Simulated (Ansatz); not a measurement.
PbI₂ (CdI2 type)

```
PbI2
1.0
    4.55901     0.00000     0.00000
   -2.27951     3.94822     0.00000
    0.00000     0.00000     6.97266
Pb I
1 2
Direct
  0.00000   0.00000   0.00000
  0.33333   0.66667   0.27094
  0.66667   0.33333   0.72906
```

This relaxed cell (volume V₀) is scaled evenly in all directions, its shape held. The atoms relax within the cell's symmetry.

Level of theory: PBE-D3(BJ) (plane waves to 420 eV, PAW, scalar-relativistic; Ansatz, a program for electronic structure). k mesh 8×8×5 (Γ-centred), Fermi-Dirac smearing 0.05 eV. The energy includes the smearing's −TS. With the shape held, the modulus is that of even scaling; a crystal free to change shape is softer. PbI2 was relaxed with its symmetry unable to fall. Spin-orbit coupling is left out, though I and Pb are heavy. The zero of ΔE is the relaxed starting cell.

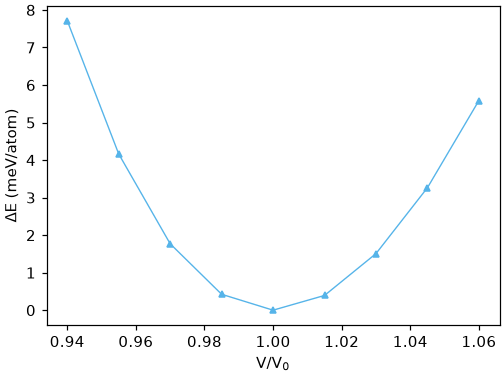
Figure: ΔE (meV/atom) against V/V₀; computed points joined by lines.

Task: What bulk modulus at fixed cell shape B₀ follows from a third-order Birch-Murnaghan fit?

Result: About 14 GPa.

Task: What is ΔE at V/V₀ = 1.060?

Result: About 5.6 meV/atom.

Task: What is ΔE at V/V₀ = 0.940?

Result: About 7.7 meV/atom.

(Under strain, the slope of the energy per volume gives the stress and its curvature an elastic modulus.)
